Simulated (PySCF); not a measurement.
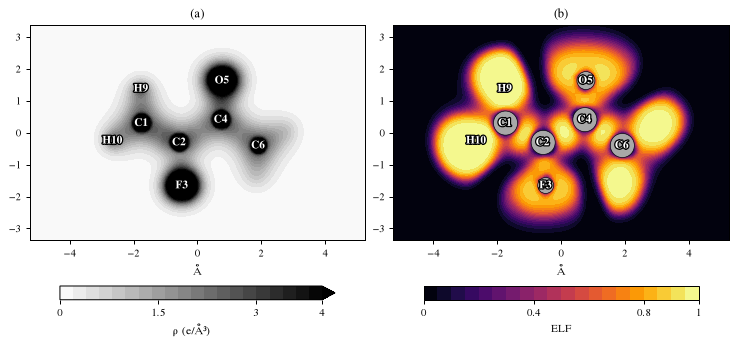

C4H6FO2Si (doublet). (a) total electron density; (b) electron localisation function on the plane of atoms C2, C1 and H9. Grey discs cover the atomic cores in the ELF map.

Geometry: GFN2-xTB.

These are results of PySCF 2.14.0, density-fitted response routines, UKS B3LYP, pcH-1 on C F H O Si, non-relativistic, mean-field spin-orbit, GIAO, not measurements.

```xyz
14

C     2.3751   -0.7789   -0.6373
C     1.1197   -0.3775   -0.7803
F     0.3172   -0.9500   -1.7029
C     0.4879    0.6987    0.0323
O     1.1110    1.2206    0.9515
C    -0.8350    1.0917   -0.3440
Si   -1.9512   -0.3954    1.1529
O    -3.2051    0.2830    0.6310
H     2.9906   -0.3059    0.1058
H     2.7936   -1.5652   -1.2399
H    -1.2063    2.0207    0.0519
H    -1.2535    0.7649   -1.2792
H    -1.4391   -1.6501    0.6093
H    -1.3055   -0.0572    2.4118
```

**Read the bonding off the picture.**

The plane passes through C, F, O and H nuclei.
C–O (1.23 Å): ρ is about 3.1 e/Å³ halfway; the ELF peaks at about 0.85 between the atoms: a short, multiple covalent bond.
C–C (1.33 Å): ρ at the midpoint is about 2.4 e/Å³; the ELF peaks at about 0.95 between the atoms (a short, multiple covalent bond).
C–F (1.35 Å): ρ is about 2.2 e/Å³ halfway, with its minimum of 1.7 e/Å³ about 0.5 Å from C; the ELF peaks at about 0.85 between the atoms: a polar covalent bond.
C–H (1.07 Å): the density is about 2.1 e/Å³ at the midpoint; the ELF climbs to about 1 towards the hydrogen, as it does in any bond to H (an ordinary covalent bond to hydrogen).
C–C (1.43 Å): the density is about 2 e/Å³ at the midpoint; the ELF peaks at about 0.95 between the atoms (a covalent bond).
The ELF also peaks beside F3 and O5, away from the bonds: non-bonding electrons, paired or unpaired.
